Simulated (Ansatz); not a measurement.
## A ladder of methods for SiN2H4ClF (SMILES N[Si](N)(F)Cl)

SiN2H4ClF: 9 atoms, total charge 0, spin state singlet. SMILES: `N[Si](N)(F)Cl`. The coordinates come from a PBE0-D4/def2-TZVP relaxation. This is one conformer, not always the lowest.

Each level gives the vertical energy of the triplet above the singlet (eV). The values are calculated.

| level | kind | program | value (eV) |
| --- | --- | --- | --- |
| HF/6-31G* (spherical functions) | Hartree–Fock | Ansatz | 7.22 |
| SVWN5/6-31G* (spherical functions) | LDA | Ansatz | 6.76 |
| BLYP/6-31G* (spherical functions) | GGA | Ansatz | 6.64 |
| r2SCAN/6-31G* (spherical functions) | meta-GGA | Ansatz | 7.16 |
| B3LYP/6-31G* (spherical functions) | global hybrid | Ansatz | 7.21 |
| wB97X/6-31G* (spherical functions) | range-separated hybrid | Ansatz | 7.86 |
| B2PLYP/6-31G* (spherical functions) | double hybrid | Ansatz | 7.47 |
| RPA@PBE0/6-31G* (spherical functions) | RPA | Ansatz | 7.53 |

The values span 6.64 to 7.86 eV. A triplet this far above the singlet is often a Rydberg-like or dissociative state; sets without diffuse functions put Rydberg states too high.

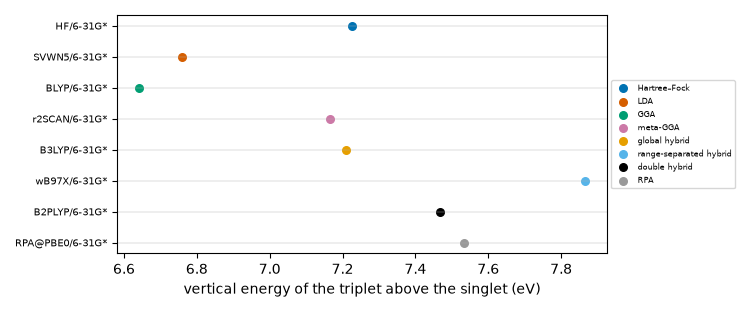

The values of the table, level by level.
